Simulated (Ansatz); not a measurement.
# SiH2OF (SMILES O[SiH]F) at U-r2SCAN/def2-TZVP

What is the vertical ionisation energy of SiH2OF at U-r2SCAN/def2-TZVP? 

The results are computed with Ansatz 0.2.0.

62 further runs of the same task are left out: 62 set aside as unsound or not needed.

## Step 1: Starting point

SiH2OF has 5 atoms, charge 0, and is taken as a doublet. As SMILES, `O[SiH]F`. The shape is that of a PBE0-D4/def2-TZVP optimisation. This is one conformer, not always the lowest.

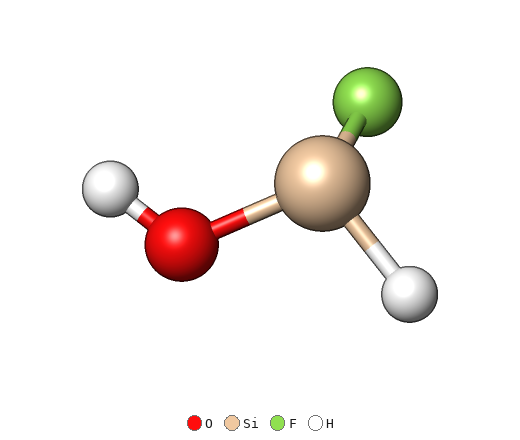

Viewed from a chosen angle; oxygen red, silicon light orange, fluorine green, hydrogen white.

## Step 2: A single-point energy at U-r2SCAN/def2-TZVP

The input, input.yaml:

```yaml
crystal:
  periodic: [false, false, false]
  atoms:
    - {symbol: O, position_ang: [-0.615200, -0.884600, -0.276300]}
    - {symbol: Si, position_ang: [0.283900, 0.245700, 0.493100]}
    - {symbol: F, position_ang: [0.207000, 1.646500, -0.283100]}
    - {symbol: H, position_ang: [-1.564500, -0.765100, -0.338000]}
    - {symbol: H, position_ang: [1.688800, -0.242600, 0.404400]}
basis:
  gaussian:
    orbitals: def2-TZVP
accuracy: high
hamiltonian:
  xc: r2scan
output: {orbitals: {seedname: orbitals}}
magnetization:
  spin_polarized: true
  initial_magnetization: 1
```

The run is started by

```sh
$ ansatz run input.yaml --threads 1 --pin off --max-ram 3480MiB --events-out events.jsonl --progress --plain --runs-dir runs
```

The program printed:

```text
Warning: RAYON_NUM_THREADS=1 ignored (pool sized by the plan → 1); use --threads N
Functional definition: r2SCAN
  name "r2SCAN"
  parameter k0 = 0.174
  parameter k1 = 0.065
  parameter a1 = 4.9479
  exchange = r2scan_x(k0 = k0, k1 = k1, a1 = a1)
  correlation = r2scan_c
1873 factors; integrals over basis functions are off by at most 3.9e-9 eV
mean field evaluation 1: about -12668.9553 eV, gradient 4.6e1 eV
mean field evaluation 2: about -12641.2335 eV, gradient 9.4e1 eV
mean field evaluation 4: about -12675.0734 eV, gradient 8.5e0 eV
mean field evaluation 8: about -12675.2632 eV, gradient 4.1e-1 eV
mean field evaluation 16: about -12675.2638 eV, gradient 1.3e-4 eV
mean field -12675.26382743 eV, -465.8073540558 hartree, gradient 2.4e-8 eV, S^2 0.752809; 0 other end points of the search recorded, 0 dependent functions left out
reference -12675.26383003 eV, -465.8073541512 hartree; 17, 16 occupied and 94, 95 virtual orbitals, 1873 factors
Total energy: -12675.26383003 eV, -465.8073541512 hartree
```

Run time: 17 s. Hardware: 1 thread of Intel Xeon Platinum 8259CL at 2.50GHz (Skylake/Cascade Lake), shared host; peak memory 0.4 GiB.

## Step 3: The singlet cation at the same level

Edit input.yaml of step 2 so:

```diff
@@ -11,8 +11,6 @@
     orbitals: def2-TZVP
-accuracy: high
+total_charge: 1
 hamiltonian:
   xc: r2scan
+accuracy: high
 output: {orbitals: {seedname: orbitals}}
-magnetization:
-  spin_polarized: true
-  initial_magnetization: 1
```

The run is started by

```sh
$ ansatz run input.yaml --threads 1 --pin off --max-ram 3480MiB --events-out events.jsonl --progress --plain --runs-dir runs
```

The program printed:

```text
Warning: RAYON_NUM_THREADS=1 ignored (pool sized by the plan → 1); use --threads N
Functional definition: r2SCAN
  name "r2SCAN"
  parameter k0 = 0.174
  parameter k1 = 0.065
  parameter a1 = 4.9479
  exchange = r2scan_x(k0 = k0, k1 = k1, a1 = a1)
  correlation = r2scan_c
1873 factors; integrals over basis functions are off by at most 3.9e-9 eV
mean field evaluation 1: about -12646.9833 eV, gradient 1.1e2 eV
mean field evaluation 2: about -12521.0874 eV, gradient 2.5e2 eV
mean field evaluation 4: about -12664.2768 eV, gradient 3.3e1 eV
mean field evaluation 8: about -12666.3860 eV, gradient 3.8e-1 eV
mean field evaluation 16: about -12666.3773 eV, gradient 2.7e-5 eV
mean field -12666.37732978 eV, -465.4807812905 hartree, gradient 7.8e-8 eV, S^2 0.000000; 0 other end points of the search recorded, 0 dependent functions left out
reference -12666.37733051 eV, -465.4807813172 hartree; 16, 16 occupied and 95, 95 virtual orbitals, 1873 factors
Total energy: -12666.37733051 eV, -465.4807813172 hartree
```

It took 9.3 s on 1 thread of Intel Xeon Platinum 8259CL at 2.50GHz (Skylake/Cascade Lake), shared host; peak memory 0.3 GiB.

## Step 4: Summary of results

Level: U-r2SCAN/def2-TZVP.

| quantity | value |
| --- | --- |
| doublet SiH2OF: total energy | -465.80735 Eh |
| doublet SiH2OF: HOMO energy (highest over α and β) | -5.41 eV |
| doublet SiH2OF: LUMO energy (lowest over α and β) | -2.68 eV |
| doublet SiH2OF: ⟨S²⟩ | 0.753 |
| singlet cation: total energy | -465.48078 Eh |
| singlet cation: HOMO energy | -15.86 eV |
| singlet cation: LUMO energy | -11.96 eV |
| singlet cation: HOMO–LUMO gap | 3.89 eV |
| vertical ionisation energy (to the singlet cation) | 8.886 eV |

**Reading.** Removing an electron at fixed nuclei costs 8.89 eV (205 kcal/mol). Only the singlet of the ionised species was computed; a triplet could lie lower.
